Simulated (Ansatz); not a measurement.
## Electronic structure of CH₆Ge···CH₄ in real space

```xyz
13

Ge   -0.0854   -1.6758   -0.4028
C     0.6816    1.6684    1.5528
H    -0.2935   -3.0842   -0.9895
H    -0.7879   -1.6095    0.9651
C    -0.8109   -0.3250   -1.6118
H     1.2380    1.6961    0.6160
H     1.4228   -1.4550   -0.1893
H     0.9919    2.5016    2.1826
H    -0.3860    1.7476    1.3482
H     0.8834    0.7289    2.0663
H    -0.6609    0.6723   -1.1976
H    -1.8795   -0.4855   -1.7592
H    -0.3136   -0.3798   -2.5808
```

The product side of a reaction path; geometry: PBE0-D4/def2-TZVP; a saddle point, not a minimum.

Method: RKS PBE0-D4/def2-TZVPP in Ansatz 0.2.0.

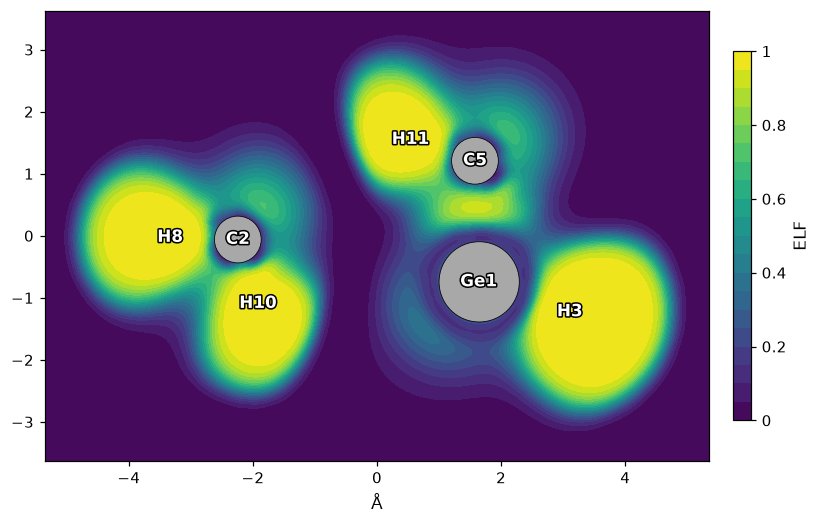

Figure 1. Electron localisation function on the plane of atoms H3, Ge1 and C5. Grey discs cover the atomic cores.

### Interpret the plot.

- The plane passes through Ge, C and H nuclei.
- C2···Ge1 (3.95 Å): the ELF dips to about 0 between them: a non-bonded, intermolecular contact.
- C–Ge (1.95 Å): the ELF peaks at about 0.90 between the atoms; localised, covalent bonding.
- C–H (1.09 Å): the ELF climbs to about 1 towards the hydrogen, as it does in any bond to H: an ordinary covalent bond to hydrogen.
- Ge–H (1.54 Å): the ELF climbs to about 1 towards the hydrogen.

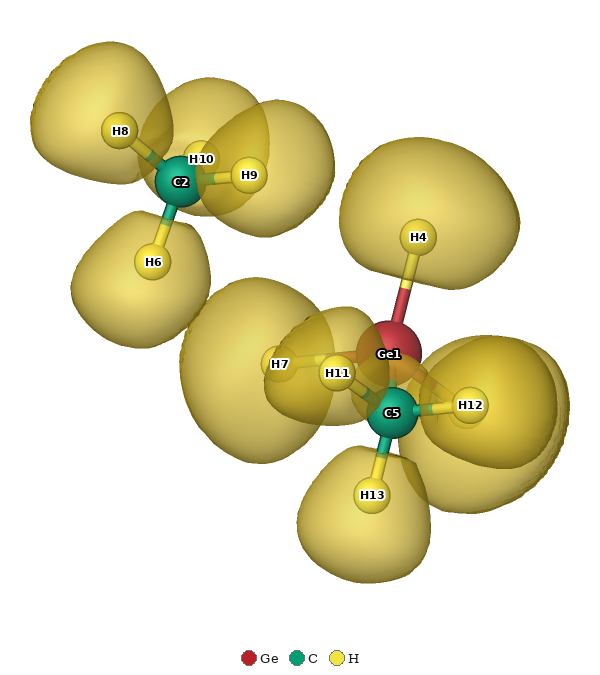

Figure 2. Isosurface of the ELF at 0.8 (yellow), seen at an oblique angle. Core shells and regions of very low density are left out.

### Describe the localisation domains.

At this value the surface marks out ten regions around hydrogen nuclei and one lobe of the valence shell of C pointing towards Ge (polar bonds).

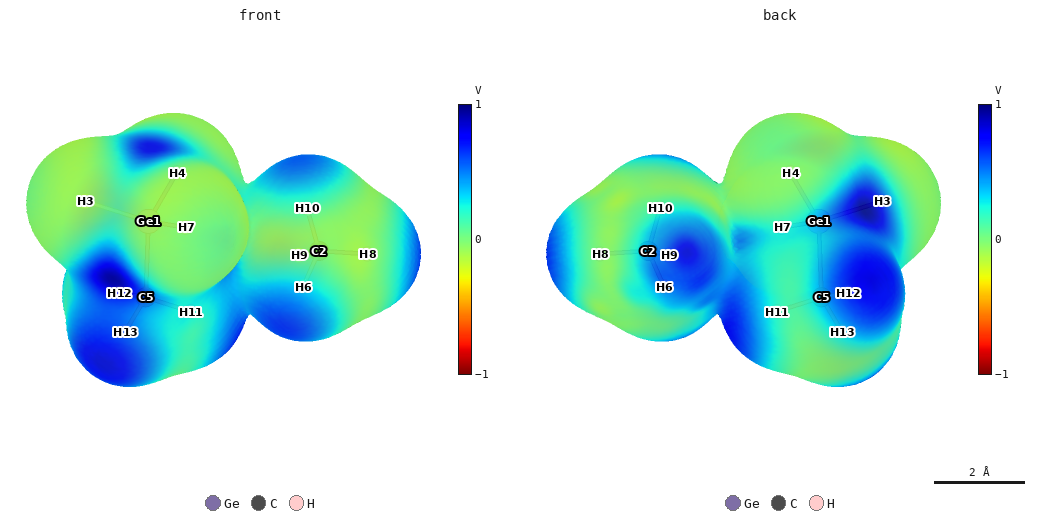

Figure 3. The electrostatic potential painted on the density surface at 0.002 e/bohr³, seen from the front and from behind; the colour scale runs from red (negative) to blue (positive).

### Describe the electrostatic potential map.

The most negative region (about −0.1 V) lies over C2, H3, H4 and H7, the most positive (about +0.9 V) over Ge1.

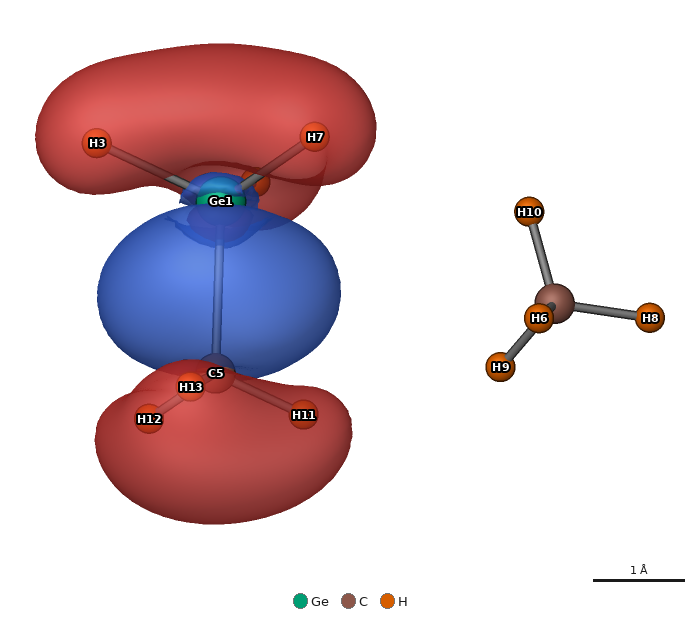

Figure 4. The HOMO at ±0.08 Å⁻³ᐟ² (red and blue are the two phases), seen at a tilt.

### What is the character of this orbital?

By Hirshfeld shares it lies mainly on C5 (about 40 %) and Ge1 (about 30 %). Its energy is −8.91 eV.
